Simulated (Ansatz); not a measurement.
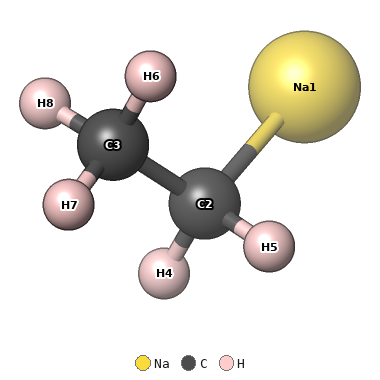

The system is C2H5Na, SMILES C[CH2][Na]; the picture shows the reference structure. Coordinates scanned: (1) bond length Na1–C2; (2) angle H4–C2–Na1. Nothing is relaxed (all other coordinates rigid). The grid has 11 × 11 points. Energies are in kJ/mol, from the lowest grid point. Level of theory: Ansatz, RKS wB97X-V/def2-TZVP.

Its coordinates:

```xyz
8

Na   -1.8935    1.8207   -0.4357
C    -0.1740    0.2822   -0.6428
C     0.3075   -0.4051    0.6427
H    -0.4990   -0.4802   -1.3655
H     0.6721    0.7959   -1.1220
H     0.6772    0.3186    1.3803
H     1.1263   -1.1253    0.4790
H    -0.4989   -0.9628    1.1357
```

Range: bond length Na1–C2 from 1.992 to 3.243 Å; angle H4–C2–Na1 from 72.4 to 142.4°.

Q: Predict the map.

A: The lowest grid point is at bond length Na1–C2 = 2.368 Å, angle H4–C2–Na1 = 107.4°. No other kind of well shows on this grid. The highest grid point, bond length Na1–C2 = 3.243 Å, angle H4–C2–Na1 = 142.4°, lies 175 kJ/mol above the lowest. Round the minimum the two coordinates are weakly coupled (coupling 0.10 in units of the two stiffnesses).

```csv
"angle H4–C2–Na1 ↓, bond length Na1–C2 →",1.992,2.117,2.242,2.368,2.493,2.618,2.743,2.868,2.993,3.118,3.243
142.4,100,77,69,72,81,93,108,125,141,158,175
135.4,75,51,43,45,53,65,80,96,112,129,145
128.4,58,33,24,25,32,44,58,74,90,106,123
121.4,46,20,10,11,18,29,43,58,74,90,106
114.4,40,14,3,3,9,20,33,48,63,79,95
107.4,39,12,1,0,6,16,29,43,58,73,89
100.4,43,15,4,2,7,17,29,43,57,72,87
93.4,51,23,10,8,13,22,34,47,61,75,90
86.4,62,34,21,18,22,31,42,54,68,81,95
79.4,77,48,35,31,35,42,53,64,77,90,104
72.4,96,66,51,47,49,56,66,77,89,101,114
```

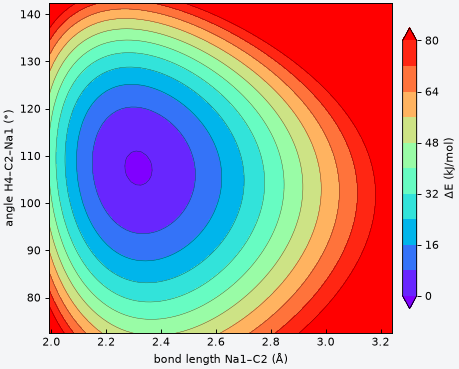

Drawn: filled contours, one colour for all values above the top of the scale. Between grid points the surface is interpolated.

Each point was launched as `ansatz run input.yaml --threads 1 --pin off --max-ram 2560MiB --backend cpu --events-out ev --progress --plain --runs-dir out`. The whole map (121 points run) took 50 min on 1 thread of Arm Neoverse N1, on a shared host.
